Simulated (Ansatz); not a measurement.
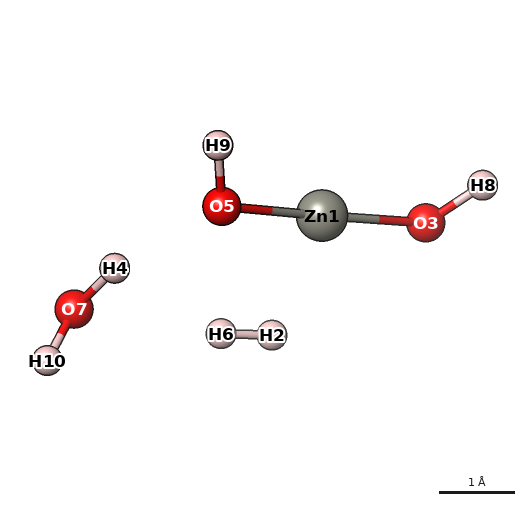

The geometry was computed by an optimisation with PBE0-D4/def2-TZVP.

Which hydrogen bonds does the structure hold? Count O, N, F, S and Cl donors.

```tsv
D–H···A	D–H (Å)	H···A (Å)	angle (°)	kind
O7–H4···O5	0.98	1.80	160	intermolecular
```
